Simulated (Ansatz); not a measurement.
# doublet [SiH2]−: levels of theory compared

Wanted: a comparison of 6 runs (UBHLYP/3-21G, UBLYP/3-21G, U-wB97M-V/cc-pVDZ, UPBE0/cc-pVDZ, USVWN5/cc-pVDZ, UCCSD(T)/cc-pVDZ) of doublet [SiH2]−. 

The results are computed with Ansatz 0.2.0.

61 further runs of the same task are left out: 61 set aside as unsound or not needed.

### 1 The system as given

[SiH2]− has 3 atoms, charge -1, and is taken as a doublet. As SMILES of the parent species, `[H][Si][H]`. The coordinates come from a GFN2-xTB relaxation. That shape belongs to the parent species and isn't relaxed for this state.

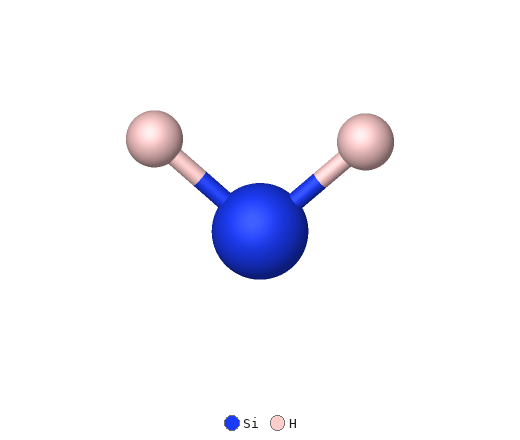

The structure, seen from a chosen angle (silicon blue, hydrogen pink).

### 2 A single-point energy at UBHLYP/3-21G (run 1)

The input, run.yaml:

```yaml
crystal:
  periodic: [false, false, false]
  atoms:
    - {symbol: Si, position_ang: [0.005220, -0.008160, -0.655700]}
    - {symbol: H, position_ang: [1.110230, -0.020010, 0.337410]}
    - {symbol: H, position_ang: [-1.115450, 0.028170, 0.318290]}
basis:
  gaussian:
    orbitals: 3-21G.json
total_charge: -1
magnetization:
  spin_polarized: true
  initial_magnetization: 1
hamiltonian:
  xc: {name: BHLYP}
accuracy: high
```

The basis set 3-21G is read from a file made from the Basis Set Exchange's data (not shown).

Launch:

```
$ ansatz run run.yaml --threads 1 --pin off --max-ram 2610MiB --events-out events.jsonl --progress --plain --runs-dir runs
```

The log of the run:

```text
Warning: RAYON_NUM_THREADS=1 ignored (pool sized by the plan → 1); use --threads N
Functional definition: BHLYP
  name "BHLYP"
  parameter a = 0.5
  exchange = (1 - a)*b88_x + a*exact_x
  correlation = lyp_c
330 factors; integrals over basis functions are off by at most 2.8e-9 eV
mean field evaluation 1: about -7866.3740 eV, gradient 3.6e0 eV
mean field evaluation 2: about -7866.5072 eV, gradient 9.9e-1 eV
mean field evaluation 4: about -7866.5167 eV, gradient 9.4e-2 eV
mean field evaluation 8: about -7866.5141 eV, gradient 6.8e-4 eV
mean field evaluation 16: about -7866.5141 eV, gradient 1.2e-7 eV
mean field -7866.51407103 eV, -289.0890599956 hartree, gradient 3.5e-8 eV, S^2 0.752759; 0 other end points of the search recorded, 0 dependent functions left out
reference -7866.51408871 eV, -289.0890606455 hartree; 9, 8 occupied and 8, 9 virtual orbitals, 330 factors
Total energy: -7866.51408871 eV, -289.0890606455 hartree
```

Wall time 0.93 s (1 thread of Arm Neoverse V1, shared host); peak memory 0.098 GiB.

### 3 The energy at UBLYP/3-21G (run 2)

The input, job.yaml:

```yaml
crystal:
  periodic: [false, false, false]
  atoms:
    - {symbol: Si, position_ang: [0.005220, -0.008160, -0.655700]}
    - {symbol: H, position_ang: [1.110230, -0.020010, 0.337410]}
    - {symbol: H, position_ang: [-1.115450, 0.028170, 0.318290]}
basis:
  gaussian:
    orbitals: 3-21G.json
total_charge: -1
magnetization:
  spin_polarized: true
  initial_magnetization: 1
hamiltonian:
  xc: {name: BLYP}
accuracy: high
```

The basis set 3-21G is read from a file made from the Basis Set Exchange's data (not shown).

Launch:

```
$ ansatz run job.yaml --threads 1 --pin off --max-ram 2610MiB --events-out events.jsonl --progress --plain --runs-dir runs
```

The log of the run:

```text
Warning: RAYON_NUM_THREADS=1 ignored (pool sized by the plan → 1); use --threads N
Functional definition: BLYP
  name "BLYP"
  parameter beta = 0.0042
  parameter a = 0.04918
  parameter b = 0.132
  parameter c = 0.2533
  parameter d = 0.349
  exchange = b88_x(beta = beta)
  correlation = lyp_c(a = a, b = b, c = c, d = d)
330 factors; integrals over basis functions are off by at most 2.8e-9 eV
mean field evaluation 1: about -7865.9718 eV, gradient 4.2e0 eV
mean field evaluation 2: about -7866.0467 eV, gradient 2.5e0 eV
mean field evaluation 4: about -7866.0910 eV, gradient 4.9e-2 eV
mean field evaluation 8: about -7866.0847 eV, gradient 3.5e-4 eV
mean field evaluation 16: about -7866.0847 eV, gradient 1.4e-8 eV
mean field -7866.08469735 eV, -289.0732808038 hartree, gradient 1.4e-8 eV, S^2 0.751365; 0 other end points of the search recorded, 0 dependent functions left out
reference -7866.08473249 eV, -289.0732820954 hartree; 9, 8 occupied and 8, 9 virtual orbitals, 330 factors
Total energy: -7866.08473249 eV, -289.0732820954 hartree
```

Run time: 0.85 s. Hardware: 1 thread of Arm Neoverse V1, shared host; peak memory 0.098 GiB.

Runs 3 to 5 aren't shown in full; the table further down has their settings and results.

### 4 The energy at UCCSD(T)/cc-pVDZ (run 6)

The input, in.yaml:

```yaml
crystal:
  periodic: [false, false, false]
  atoms:
    - {symbol: Si, position_ang: [0.005220, -0.008160, -0.655700]}
    - {symbol: H, position_ang: [1.110230, -0.020010, 0.337410]}
    - {symbol: H, position_ang: [-1.115450, 0.028170, 0.318290]}
basis:
  gaussian:
    orbitals: cc-pVDZ
magnetization:
  spin_polarized: true
  initial_magnetization: 1
correlation:
  method: ccsd_t
  frozen_orbitals: {H: 0, Si: 5}
total_charge: -1
scf:
  omitted_lower_state_checks: [cluster_reference, increment]
accuracy: high
```

Launch:

```
$ ansatz run in.yaml --threads 1 --pin off --max-ram 2610MiB --events-out events.jsonl --progress --plain --runs-dir runs
```

The log of the run:

```text
Warning: RAYON_NUM_THREADS=1 ignored (pool sized by the plan → 1); use --threads N
[... 11 lines left out ...]
5 core orbitals not correlated: weight in the atoms' cores, before any rotation towards them, 1.000 or more for the frozen orbitals, at most 0.000 for the correlated occupied ones
[... 23 lines left out ...]
Total energy: -7895.40455998 eV, -290.1507658818 hartree
Checks for a lower state left out: cluster_reference, increment
```

Run time: 0.62 s. Hardware: 1 thread of Arm Neoverse V1, shared host.

### 5 The series

```
run              level  frozen core orbitals  energy (Eh)   ⟨S²⟩  wall time
  1       UBHLYP/3-21G                     –  -289.089061  0.753     0.93 s
  2        UBLYP/3-21G                     –  -289.073282  0.751     0.85 s
  3  U-wB97M-V/cc-pVDZ                     –  -290.595087  0.752       17 s
  4      UPBE0/cc-pVDZ                     –  -290.507231  0.756        2 s
  5     USVWN5/cc-pVDZ                     –  -289.443479  0.752     0.81 s
  6   UCCSD(T)/cc-pVDZ                     5  -290.150766  0.768     0.62 s
```

### 6 What came out

| quantity | value |
| --- | --- |
| run 6: total energy | -290.15077 Eh |
| run 6: correlation energy (5 core orbitals frozen) | -124.7 mEh |
| run 6: (T) correction | -2.48 mEh |
| run 6: ⟨S²⟩ of the reference determinant | 0.768 |
| run 6: T1 diagnostic | 0.014 |

What this shows: Totals of different functionals can't be ranked against each other. All runs together took 22 s, the longest 17 s.
